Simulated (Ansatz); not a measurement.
# TaBr3F3: what a guessed cell relaxes into, part 3 of 3

Aim: relax a trial structure of TaBr3F3 and see where it ends.

Ansatz 0.2.0; DFT PBE, scalar-relativistic, plane waves, PAW. The steps go on from the part before.

## (4) Relaxation on the finer mesh

The end of the coarse run is made exact in the group found at a tolerance of 0.06 Å and reduced to its primitive cell.

Input file input.yaml:

```yaml
crystal:
  lattice:
    - [5.038443141, 0.0, 0.0]
    - [0.0, 5.038443141, 0.0]
    - [0.0, 0.0, 5.038443141]
  atoms:
    - { symbol: Ta, position: [0.5, 0.5, 0.5] }
    - { symbol: Br, position: [0.5, 0.0, 0.0] }
    - { symbol: Br, position: [0.0, 0.5, 0.0] }
    - { symbol: Br, position: [0.0, 0.0, 0.5] }
    - { symbol: F, position: [0.5, 0.5, 0.0] }
    - { symbol: F, position: [0.0, 0.5, 0.5] }
    - { symbol: F, position: [0.5, 0.0, 0.5] }
basis:
  ecutwfc: 420
kpoints:
  mp_grid: { grid: [8, 8, 8] }
hamiltonian:
  xc: pbe
scf:
  occupations: { method: gaussian, width: 0.1 }
output:
  forces: true
  stress: true
  eigenvalues: true
  write_density: true
  write_potential: true
  elf: true
  volumetric_format: npy
relax:
  adjacent_minimum: "off"
  f_tol: 0.01
  max_steps: 80
  cell: { stress_tol: 0.05 }
```

On the command line:

```console
$ ansatz run input.yaml --threads 1 --pin off --max-ram 2048MiB --backend cpu --events-out ev --progress --plain --runs-dir out
```

The program printed:

```text
Warning: RAYON_NUM_THREADS=1 ignored (pool sized by the plan → 1); use --threads N
Engine: ansatz 0.2.0, aarch64-unknown-linux-gnu
Pseudopotentials: kind: paw
Pseudopotential: Ta, paw, valence charge 13, recommended cutoff 420 eV (normal), Ta.paw.azcp
Pseudopotential: Br, paw, valence charge 7, recommended cutoff 420 eV (normal), Br.paw.azcp
Pseudopotential: F, paw, valence charge 7, recommended cutoff 420 eV (normal), F.paw.azcp
Functional definition: PBE
  parameter kappa = 0.804
  parameter beta = 0.06672455060314922
  exchange = pbe_x(kappa = kappa, mu = beta*pi^2/3)
  correlation = pbe_c(beta = beta)
Crystal: 7 atoms, lattice volume = 127.905 Å³
Basis set: ecut = 420 eV, 2517 PW (Γ), exchange–correlation on 72×72×72 points (8 copies of the dense FFT grid, shifted against one another)
Bands: 35, of which v1, the nominal top of the filled ones, is band 28 counted from 1 (27 counted from 0)
Symmetry: 48 space group operations
Space group: Pm-3m (ITA 221), of the structure as read, at distance tolerance 5.0e-5 Å
k-points: 35 of 512
Non-local potential: Ta, projectors of the file, l = 0: 3, l = 1: 2, l = 2: 2, l = 3: 1
Non-local potential: Br, projectors of the file, l = 0: 2, l = 1: 2, l = 2: 2
Non-local potential: F, projectors of the file, l = 0: 2, l = 1: 2, l = 2: 1
PAW form: soft (Blöchl's): semilocal exchange-correlation on the pseudo side does not see the compensation charge
PAW one-centre angular grid: Ta, 590 points (default); XC on 64 Gauss nodes
PAW one-centre angular grid: Br, 110 points (default); XC on 64 Gauss nodes
PAW one-centre angular grid: F, 110 points (default); XC on 64 Gauss nodes
Initial density: superposition of atomic densities (neutral atoms: chi_scale 0, normalization atom), corrected by the library's trained network
Initial wavefunctions: pseudopotential atomic-orbital guess
Functional: x = pbe(κ = 0.804, μ = 0.2195149727645171), c = pbe(β = 0.06672455060314922)
SCF iter   1: F=—  HF=-20698.111487 eV  |F-HF|=—  |Δ(HF+E_count)|=         —  Δρ=1.79e-2  dr2=1.04e0  ethr=1.77e-3  ⟨swp⟩=6.1  Hψ=5501  notcnv=0
preconditioner: auto → Kerker (q_TF=auto, 2.370 Å⁻¹)  [metal: Δε(μ)=0.027 eV  Ē_g=6.725 eV  σ=0.100 eV  W_gap=0.15  n_scr=26 (ndim 8)  ℏωp=21.0 eV  f_vac=0.006  D(μ)=5.02/eV (n_scr^D=32)]
SCF iter   2: F=—  HF=-20698.065676 eV  |F-HF|=—  |Δ(HF+E_count)|=   4.58e-2  Δρ=8.58e-3  dr2=2.80e-1  ethr=1.77e-3  ⟨swp⟩=1.0  Hψ=1505  notcnv=0
SCF iter   3: F=—  HF=-20698.048674 eV  |F-HF|=—  |Δ(HF+E_count)|=   1.70e-2  Δρ=1.40e-3  dr2=4.30e-3  ethr=5.09e-4  ⟨swp⟩=1.0  Hψ=1198  notcnv=0
SCF iter   4: F=—  HF=-20698.048778 eV  |F-HF|=—  |Δ(HF+E_count)|=   1.04e-4  Δρ=3.12e-4  dr2=1.36e-4  ethr=7.82e-6  ⟨swp⟩=2.1  Hψ=1563  notcnv=0
SCF iter   5: F=—  HF=-20698.048778 eV  |F-HF|=—  |Δ(HF+E_count)|=   4.22e-7  Δρ=1.45e-4  dr2=4.42e-5  ethr=2.47e-7  ⟨swp⟩=2.6  Hψ=2126  notcnv=0
SCF iter   6: F=—  HF=-20698.047971 eV  |F-HF|=—  |Δ(HF+E_count)|=   8.08e-4  Δρ=5.38e-5  dr2=7.39e-6  ethr=8.03e-8  ⟨swp⟩=2.6  Hψ=2151  notcnv=0
SCF iter   7: F=—  HF=-20698.047974 eV  |F-HF|=—  |Δ(HF+E_count)|=   2.93e-6  Δρ=1.72e-5  dr2=4.31e-7  ethr=1.34e-8  ⟨swp⟩=2.2  Hψ=1721  notcnv=0
SCF iter   8: F=-20698.047974 eV  HF=-20698.047974 eV  |F-HF|=2.08e-8  |Δ(HF+E_count)|=   5.29e-7  Δρ=3.59e-6  dr2=2.53e-8  ethr=1.82e-10  ⟨swp⟩=14.0  Hψ=9380  notcnv=0
SCF 1 converged in 8 iterations: F = -20698.047974 eV  dr2 = 2.53e-8
relax step   1: F+E_penalty+E_count = -20698.04797420 eV  Δ(F+E_penalty+E_count) = +0.000e0 eV  max|allowed force component| = 2.923e-29 eV/Å  Δτ_max = 0.0000 Å  P = -0.447 GPa  Ω = 127.905 Å³  (8 SCF iters, dr2 threshold 1.00e-7 eV, accepted)
Crystal: 7 atoms, lattice volume = 126.531 Å³
Initial density: handed on by an earlier stage of this run
Initial wavefunctions: those handed on with the density
iter 1 solved again at ethr=5.07e-5 eV; its pass at ethr=3.10e-3 eV (dr2=2.79e-2 eV) is discarded
SCF iter   1: F=—  HF=-20698.053737 eV  |F-HF|=—  |Δ(HF+E_count)|=         —  Δρ=2.98e-3  dr2=2.80e-2  ethr=5.07e-5  ⟨swp⟩=2.0  Hψ=4884  notcnv=0
preconditioner: auto → Kerker (q_TF=auto, 2.375 Å⁻¹)  [metal: Δε(μ)=0.019 eV  Ē_g=6.825 eV  σ=0.100 eV  W_gap=0.10  n_scr=26 (ndim 8)  ℏωp=21.1 eV  f_vac=0.006  D(μ)=5.89/eV (n_scr^D=56)]
SCF iter   2: F=—  HF=-20698.052526 eV  |F-HF|=—  |Δ(HF+E_count)|=   1.21e-3  Δρ=1.38e-3  dr2=6.75e-3  ethr=5.07e-5  ⟨swp⟩=1.0  Hψ=1225  notcnv=0
SCF iter   3: F=—  HF=-20698.052096 eV  |F-HF|=—  |Δ(HF+E_count)|=   4.29e-4  Δρ=3.04e-4  dr2=1.46e-4  ethr=1.23e-5  ⟨swp⟩=1.2  Hψ=1248  notcnv=0
SCF iter   4: F=—  HF=-20698.051279 eV  |F-HF|=—  |Δ(HF+E_count)|=   8.17e-4  Δρ=5.04e-5  dr2=2.53e-6  ethr=2.66e-7  ⟨swp⟩=2.4  Hψ=1792  notcnv=0
SCF iter   5: F=—  HF=-20698.051280 eV  |F-HF|=—  |Δ(HF+E_count)|=   1.04e-6  Δρ=1.33e-5  dr2=6.62e-7  ethr=4.60e-9  ⟨swp⟩=2.3  Hψ=2085  notcnv=0
SCF iter   6: F=-20698.051281 eV  HF=-20698.051281 eV  |F-HF|=1.10e-8  |Δ(HF+E_count)|=   8.11e-8  Δρ=5.23e-6  dr2=8.37e-8  ethr=9.10e-10  ⟨swp⟩=10.8  Hψ=9215  notcnv=0
SCF 2 converged in 6 iterations: F = -20698.051281 eV  dr2 = 8.37e-8
relax step   2: F+E_penalty+E_count = -20698.05128053 eV  Δ(F+E_penalty+E_count) = -3.306e-3 eV  max|allowed force component| = 1.315e-29 eV/Å  Δτ_max = 0.0000 Å  P = +0.290 GPa  Ω = 126.531 Å³  energy of the carried Pulay correction = +2.604e-3 eV  (6 SCF iters, dr2 threshold 5.01e-7 eV, accepted)
Crystal: 7 atoms, lattice volume = 127.068 Å³
iter 1 solved again at ethr=8.22e-6 eV; its pass at ethr=3.10e-3 eV (dr2=4.52e-3 eV) is discarded
SCF iter   1: F=—  HF=-20698.051821 eV  |F-HF|=—  |Δ(HF+E_count)|=         —  Δρ=1.20e-3  dr2=4.58e-3  ethr=8.22e-6  ⟨swp⟩=2.0  Hψ=4700  notcnv=0
preconditioner: auto → Kerker (q_TF=auto, 2.373 Å⁻¹)  [metal: Δε(μ)=0.019 eV  Ē_g=6.825 eV  σ=0.100 eV  W_gap=0.11  n_scr=26 (ndim 8)  ℏωp=21.1 eV  f_vac=0.006  D(μ)=6.28/eV (n_scr^D=56)]
SCF iter   2: F=—  HF=-20698.051628 eV  |F-HF|=—  |Δ(HF+E_count)|=   1.93e-4  Δρ=5.55e-4  dr2=1.11e-3  ethr=8.22e-6  ⟨swp⟩=1.0  Hψ=1225  notcnv=0
SCF iter   3: F=—  HF=-20698.051558 eV  |F-HF|=—  |Δ(HF+E_count)|=   6.99e-5  Δρ=1.22e-4  dr2=2.30e-5  ethr=2.02e-6  ⟨swp⟩=1.3  Hψ=1258  notcnv=0
SCF iter   4: F=—  HF=-20698.050739 eV  |F-HF|=—  |Δ(HF+E_count)|=   8.19e-4  Δρ=3.05e-5  dr2=1.40e-6  ethr=4.19e-8  ⟨swp⟩=2.1  Hψ=1803  notcnv=0
iter 5 did not close the SCF: its close was put off for the readings that it lacked (scf_convergence_deferred on its scf_iter line)
SCF iter   5: F=-20698.050739 eV  HF=-20698.050739 eV  |F-HF|=5.08e-8  |Δ(HF+E_count)|=   8.16e-8  Δρ=6.29e-6  dr2=1.46e-7  ethr=2.55e-9  ⟨swp⟩=2.1  Hψ=1740  notcnv=0
SCF iter   6: F=-20698.050739 eV  HF=-20698.050739 eV  |F-HF|=3.85e-9  |Δ(HF+E_count)|=   1.52e-8  Δρ=2.54e-6  dr2=1.86e-8  ethr=2.65e-10  ⟨swp⟩=7.6  Hψ=8619  notcnv=0
SCF 3 converged in 6 iterations: F = -20698.050739 eV  dr2 = 1.86e-8
relax step   3: F+E_penalty+E_count = -20698.05073945 eV  Δ(F+E_penalty+E_count) = +5.411e-4 eV  max|allowed force component| = 6.649e-30 eV/Å  Δτ_max = 0.0000 Å  P = -0.003 GPa  Ω = 127.068 Å³  energy of the carried Pulay correction = +1.582e-3 eV  (6 SCF iters, dr2 threshold 2.11e-7 eV, accepted)
Initial wavefunctions: pseudopotential atomic-orbital guess (no wavefunctions were taken with the density)
iter 1 solved again at ethr=3.01e-8 eV; its pass at ethr=3.10e-3 eV (dr2=1.65e-5 eV) is discarded
SCF iter   1: F=—  HF=-20698.049969 eV  |F-HF|=—  |Δ(HF+E_count)|=         —  Δρ=4.83e-5  dr2=7.69e-7  ethr=3.01e-8  ⟨swp⟩=4.5  Hψ=9990  notcnv=0
preconditioner: auto → Kerker (q_TF=auto, 2.373 Å⁻¹)  [metal: Δε(μ)=0.018 eV  Ē_g=6.818 eV  σ=0.100 eV  W_gap=0.10  n_scr=26 (ndim 8)  ℏωp=21.1 eV  f_vac=0.006  D(μ)=6.19/eV (n_scr^D=56)]
SCF iter   2: F=—  HF=-20698.049150 eV  |F-HF|=—  |Δ(HF+E_count)|=   8.19e-4  Δρ=2.51e-5  dr2=2.05e-7  ethr=1.40e-9  ⟨swp⟩=2.8  Hψ=2394  notcnv=0
SCF iter   3: F=—  HF=-20698.049150 eV  |F-HF|=—  |Δ(HF+E_count)|=   9.01e-8  Δρ=7.54e-6  dr2=3.15e-8  ethr=3.73e-10  ⟨swp⟩=2.0  Hψ=1738  notcnv=0
SCF iter   4: F=—  HF=-20698.049150 eV  |F-HF|=—  |Δ(HF+E_count)|=   1.92e-8  Δρ=1.70e-6  dr2=5.46e-9  ethr=5.73e-11  ⟨swp⟩=2.1  Hψ=1786  notcnv=0
SCF iter   5: F=—  HF=-20698.049150 eV  |F-HF|=—  |Δ(HF+E_count)|=   1.03e-9  Δρ=5.66e-7  dr2=1.35e-9  ethr=9.93e-12  ⟨swp⟩=1.8  Hψ=1336  notcnv=0
SCF iter   6: F=-20698.049150 eV  HF=-20698.049150 eV  |F-HF|=3.64e-12  |Δ(HF+E_count)|=  3.35e-10  Δρ=1.34e-7  dr2=3.16e-11  ethr=1.00e-12  ⟨swp⟩=6.0  Hψ=7205  notcnv=0
SCF 4 converged in 6 iterations: F = -20698.049150 eV  dr2 = 3.16e-11
relax step   4: F+E_penalty+E_count = -20698.04914979 eV  Δ(F+E_penalty+E_count) = +1.590e-3 eV  max|allowed force component| = 1.349e-29 eV/Å  Δτ_max = 0.0000 Å  P = -0.028 GPa  Ω = 127.068 Å³  stress off target by 2.84e-2 GPa  SCF on the basis re-selected at this cell (its energy is not comparable with the rows above)  (6 SCF iters)
basis re-selected at this cell: Δ(F+E_penalty+E_count) = +1.590e-3 eV, ΔP = -0.026 GPa vs the last step (what re-selecting the basis moved, of the pressure what is left beyond the Pulay correction that the steps carried, after the strain that the cell walked since its last selection, with what the two solves' SCF thresholds leave and, on support functions, any second-order correction that the steps lacked; it is no measure of the basis error at this ecutwfc). This SCF's stress stands 2.84e-2 GPa from its target on what of the cell is left free (relax.cell.stress_tol is 5.00e-2 GPa) and its largest allowed force component is 1.35e-29 eV/Å (relax.f_tol is 1.00e-2 eV/Å): within both
SCF converged after 6 iterations
Free energy (F): -20698.049150 eV
Harris-Foulkes:  -20698.049150 eV  (|F-HF|=3.64e-12)
Internal energy: -20698.018226 eV  (E = F + TS)
E sigma→0 (E₀):  -20698.033688 eV
Entropy (-TS):   -0.030924 eV (-4.418 meV/atom)
Fermi energy:    6.401561 eV
--- Per-component energies (eV) ---
  E_band       = -345.736405
  E_kinetic    = 1372.091462
  E_local      = -3421.576911  (includes V_loc(G=0)·N_el)
  E_nonlocal   = 442.466179
  E_hartree    = 1205.597381
  E_xc         = -1240.500142
  E_vxc        = -807.774239  (∫ρ·V_xc dr)
  E_paw        = -15735.323031  (= ΣΔE_a)
  E_vpaw       = -342.143835  (= ΣTr[D̂ρ^β])
  E_aug_tail   = 0.006138  (compensation charges beyond the density's cutoff)
  E_ewald      = -3320.779303
  E_smearing   = -0.030924  (= −TS)
  E_closure    = -0.000000  (closes the sum)
  Σ components = -20698.049150   (vs F -20698.049150, Δ=0.00e0)
--- Forces (eV/Å), atoms counted from 1 ---
  atom   1  Ta    -0.00000000     0.00000000    -0.00000000
  atom   2  Br     0.00000000    -0.00000000     0.00000000
  atom   3  Br     0.00000000     0.00000000    -0.00000000
  atom   4  Br     0.00000000     0.00000000     0.00000000
  atom   5  F      0.00000000     0.00000000    -0.00000000
  atom   6  F      0.00000000    -0.00000000     0.00000000
  atom   7  F     -0.00000000     0.00000000     0.00000000
  max |Σ_I F_I| component: 1.60e-29 eV/Å
--- Stress (GPa, compression-positive) ---
       -0.028362      -0.000000       0.000000
       -0.000000      -0.028362       0.000000
        0.000000       0.000000      -0.028362
  P = ⅓ Tr σ = -0.0284 GPa (-0.284 kbar)
--- Band table (eV; the first three rows and the last of 35) ---
  k-point 0: bands = ["-64.0610", "-30.3372", "-30.3372", "-30.3372", "-16.8756", "-16.7078", "-16.7078", "-7.8322", "-7.2066", "-7.2066", "0.0543", "0.0543", "0.0543", "0.9280", "0.9280", "0.9280", "1.4676", "1.4676", "1.4676", "5.1430", "5.1430", "5.1430", "6.1192", "6.1192", "6.1192", "6.8628", "6.8628", "6.8628", "6.8795", "6.8795", "6.8795", "7.0335", "7.0335", "7.2851", "13.3278"]
  k-point 1: bands = ["-64.0609", "-30.3378", "-30.3372", "-30.3372", "-16.8664", "-16.7076", "-16.7062", "-7.8308", "-7.2396", "-7.2329", "0.0831", "0.0831", "0.1383", "0.8976", "0.8976", "1.0798", "1.3970", "1.4496", "1.4496", "5.1009", "5.1131", "5.1131", "6.1242", "6.1759", "6.1759", "6.4074", "6.5405", "6.8360", "6.8360", "6.9221", "6.9221", "7.1604", "7.1867", "7.7022", "13.5536"]
  k-point 2: bands = ["-64.0609", "-30.3394", "-30.3371", "-30.3371", "-16.8434", "-16.7078", "-16.7024", "-7.8271", "-7.3172", "-7.2949", "0.1668", "0.1668", "0.2290", "0.8003", "0.8003", "1.4186", "1.4186", "1.4246", "1.4913", "4.9860", "5.0455", "5.0455", "5.6824", "5.9154", "6.1362", "6.2808", "6.2808", "6.7671", "6.7671", "7.0648", "7.0648", "7.2347", "7.4048", "8.4879", "14.1498"]
  k-point 34: bands = ["-64.0609", "-30.3415", "-30.3415", "-30.3415", "-16.6873", "-16.6873", "-16.6873", "-7.7748", "-7.7748", "-7.7748", "-0.3012", "0.5127", "0.5127", "2.0614", "2.0614", "2.0614", "2.1759", "2.1759", "2.1759", "2.6543", "3.7443", "3.7443", "3.7443", "5.5791", "5.5791", "5.5791", "6.2546", "6.2546", "6.9690", "6.9690", "6.9690", "8.8003", "8.8003", "9.8247", "14.8706"]
--- Relaxed structure (3 steps of the walk, 3 accepted, 1 SCFs on fresh bases) ---
  F+E_penalty+E_count = -20698.04914979 eV   max|allowed force component| = 1.349e-29 eV/Å   (the final SCF, on the basis selected at the relaxed cell)
  cell:  # Å, volume = 127.0685 Å³
    - [5.027428885044288, -4.49383653690355e-34, 1.2839532962581572e-34]
    - [-4.49383653690355e-34, 5.027428885044288, 6.419766481290785e-35]
    - [-4.49383653690355e-34, 6.419766481290785e-35, 5.027428885044288]
  atoms:
    - { symbol: Ta, position: [0.5, 0.5, 0.5] }
    - { symbol: Br, position: [0.5, -7.211653740770762e-47, -2.89727694573994e-48] }
    - { symbol: Br, position: [-4.490511989425898e-46, 0.5, -8.690494454864774e-48] }
    - { symbol: Br, position: [-4.606349611961294e-46, 7.418659367567403e-47, 0.5] }
    - { symbol: F, position: [0.5, 0.5, 2.607281974694937e-47] }
    - { symbol: F, position: [0.0, 0.5, 0.5] }
    - { symbol: F, position: [0.5, 7.3460938056884e-47, 0.5] }
```

It took 81 s on 1 thread of Arm Neoverse N1, shared host; peak memory 0.51 GiB.

Step by step:

| step | energy from step 1 (eV/cell) | largest force component (eV/Å) | pressure (GPa) | volume (Å³) |
| --- | --- | --- | --- | --- |
| 1 | 0.0000 | 0.0000 | -0.45 | 127.91 |
| 2 | -0.0033 | 0.0000 | 0.29 | 126.53 |
| 3 | -0.0028 | 0.0000 | 0.00 | 127.07 |
| 4 | -0.0012 | 0.0000 | -0.03 | 127.07 |

Step 1 is the start. Step 4 repeats the geometry before it on a plane-wave basis chosen anew for that cell, so its energy need not be comparable with the rows above.

|  | before | after | change |
| --- | --- | --- | --- |
| a (Å) | 5.038 | 5.027 | -0.2 % |
| b (Å) | 5.038 | 5.027 | -0.2 % |
| c (Å) | 5.038 | 5.027 | -0.2 % |
| volume (Å³/atom) | 18.27 | 18.15 | -0.7 % |
| shortest distance (Å) | 2.519 | 2.514 | -0.2 % |
| space group (0.01 Å) | Pm-3m | Pm-3m | same |

Forces and stress were held to the start's 48 operations: a distortion of lower symmetry was not tested.

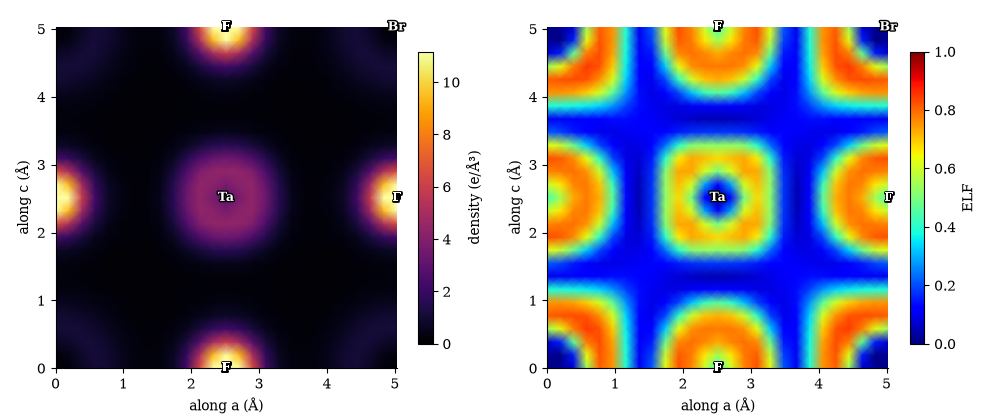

Density (left) and ELF (right) in a lattice plane of the grid's cell (edges 5.03 and 5.03 Å, at 0.500 of the third edge), which holds Ta and Br and F. Only atoms in the plane are labelled; the density scale stops at 11.17 e/Å³. Both are smooth fields of the valence electrons: close to the nuclei they are not physical.

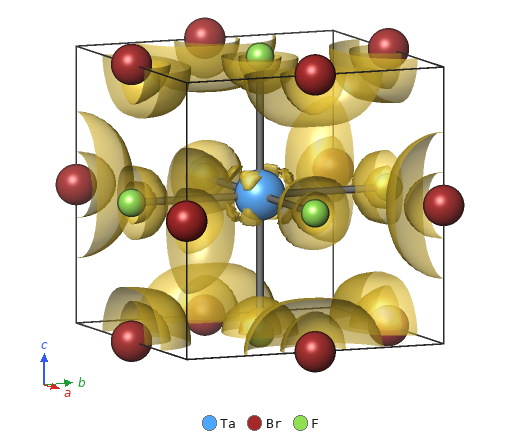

Surface of ELF = 0.77, drawn in one cell.

Outside the cores ELF peaks at 0.92 beside Br, off the lines to its neighbours, 0.8 Å from Br; 0.83 in the shell around F, 0.6 Å from F.

## (5) Results

What follows sums up all 3 parts. Changes of volume or cell count from the first structure of part 1.

```
                                                              quantity                                                                      value
                                symmetry at the end (tolerance 0.05 Å)                                                space group Pm-3m (No. 221)
                                                     conventional cell  a = 5.027 Å, b = 5.027 Å, c = 5.027 Å, α = 90.00°, β = 90.00°, γ = 90.00°
                                                                volume                                                              18.15 Å³/atom
energy over the elements (uncorrected; H, N, O, F and Cl as molecules)                                                              +0.08 eV/atom
                                                       gap on the mesh                                                               none (metal)
```

The space group Pm-3m (No. 221) is kept, and the volume per atom shrinks by 18.9 % from the first guess. With a positive formation energy it can't be a ground state. No finished test with a distortion of lower symmetry is shown, so the end may be a saddle point. The runs treat Ta without spin-orbit coupling. The final runs have no spin polarisation, so no magnetic state was tried and one may lie lower.
